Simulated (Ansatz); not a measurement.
## Electronic structure of CH5GeN (SMILES C=[N][GeH3]) in real space

The calculation's input:

```
crystal:
  periodic: [false, false, false]
  atoms:
    - symbol: C
      position_ang: [-0.729413, -0.925038, 2.476934]
    - symbol: Ge
      position_ang: [0.189160, -1.528680, -0.025595]
    - symbol: N
      position_ang: [-1.057499, -0.979052, 1.261941]
    - symbol: H
      position_ang: [-1.463463, -0.603091, 3.223738]
    - symbol: H
      position_ang: [0.264332, -1.180631, 2.876920]
    - symbol: H
      position_ang: [0.343183, -0.377519, -1.030272]
    - symbol: H
      position_ang: [-0.391830, -2.768438, -0.721133]
    - symbol: H
      position_ang: [1.545348, -1.859280, 0.642933]
basis:
  gaussian:
    orbitals: def2-TZVPD
hamiltonian:
  xc: pbe0
output:
  forces: true
  orbitals: {seedname: orbitals}
```

Run with:

```sh
ansatz run input.yaml --threads 2 --pin off --max-ram 4350MiB --events-out events.jsonl --progress --plain --runs-dir runs
```

Geometry: B3LYP-D4/def2-TZVP.

Level of theory: Ansatz 0.2.0, isolated molecule in a Gaussian basis; Kohn-Sham density functional theory, functional PBE0.

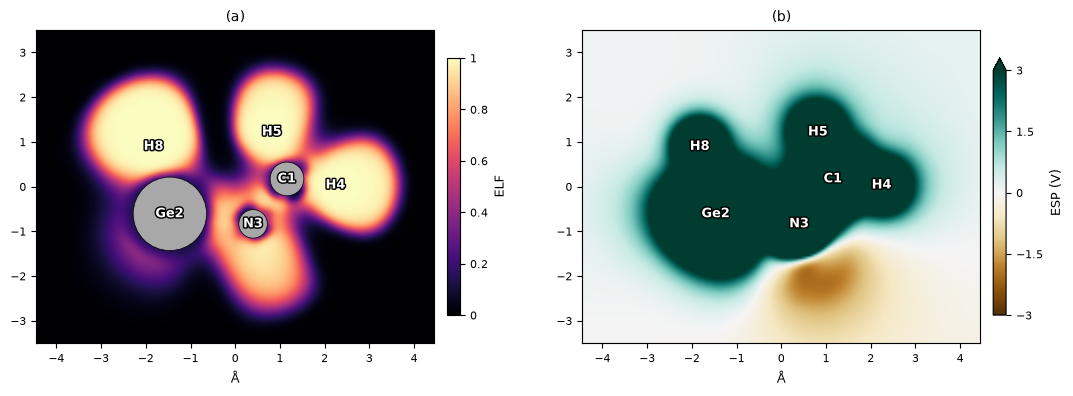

Figure 1. (a) electron localisation function; (b) molecular electrostatic potential on the plane of atoms C1, N3 and Ge2. Grey discs cover the atomic cores in the ELF map.

What does the map show?

Answer. Atoms in the plane: C, Ge, N and H.
C–N (1.26 Å): the ELF peaks at about 0.90 between the atoms; a multiple bond.
Ge–N (1.87 Å): the ELF peaks at about 0.90 in the valence shell of N, 0.7 Å from its nucleus, and is about 0.55 at the midpoint.
C–H (1.10 Å): the ELF climbs to about 1 towards the hydrogen, as it does in any bond to H (a covalent bond by its length).
Ge–H (1.55 Å): the ELF climbs to about 1 towards the hydrogen.
The ELF also peaks beside N3, away from the bonds: lone-pair regions.
Outside the dense part of the molecule the potential is most negative (−2.1 V) near N3.

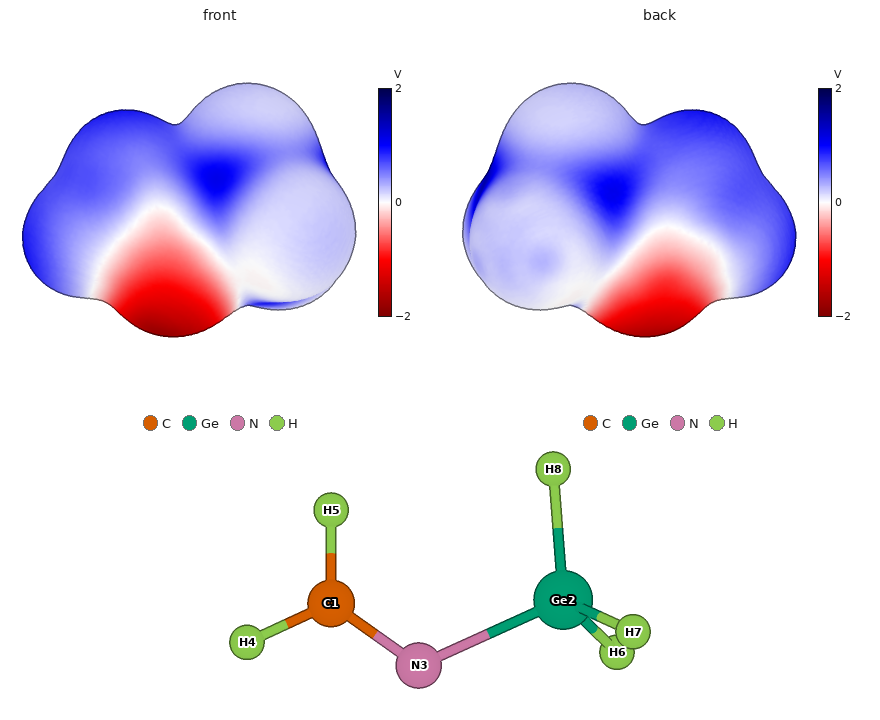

Figure 2. The molecular electrostatic potential painted on the density surface at 0.002 e/bohr³, seen from the front and from behind; the colour scale runs from red (negative) to blue (positive). The bare structure is drawn below in the same view.

Where is the surface potential most negative and most positive?

Answer. The most negative region (about −1.7 V) lies over N3, the most positive (about +1.3 V) over Ge2. N3 is the likeliest acceptor of a hydrogen bond.

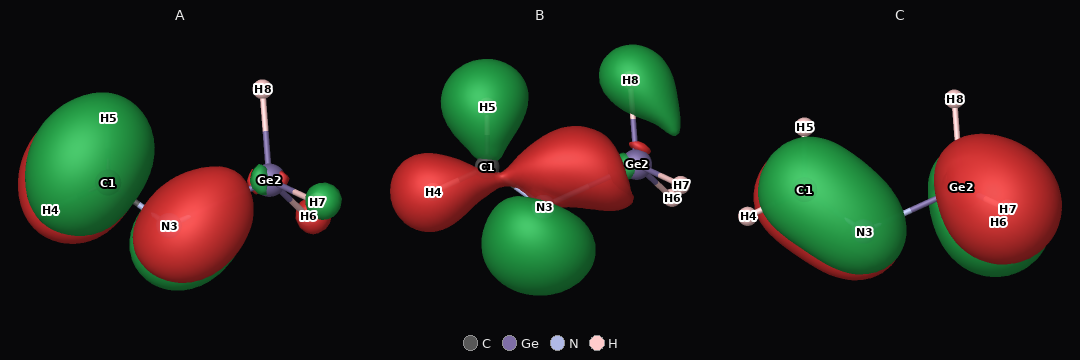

Figure 3. Three frontier orbitals at ±0.1 Å⁻³ᐟ² (green and red are the two phases), in no order.

Which picture is the HOMO−1, the HOMO and the LUMO?

Answer. C is the HOMO−1 (−9.07 eV). By Hirshfeld shares it lies mainly on N3 (about 25 %), C1 (about 20 %), Ge2 (about 20 %), H6 (about 15 %) and H7 (about 15 %). B is the HOMO (−7.09 eV). It lies mainly on N3 (about 55 %), C1 (about 15 %), Ge2 (about 10 %), H5 (about 10 %) and H4 (about 5 %). A is the LUMO (−0.74 eV). By Hirshfeld shares it lies mainly on C1 (about 45 %), N3 (about 30 %), Ge2 (about 10 %), H5 (about 5 %) and H4 (about 5 %); π-antibonding (π*) across C1–N3.

What is the HOMO–LUMO gap?

Answer. 6.35 eV between the orbital energies.
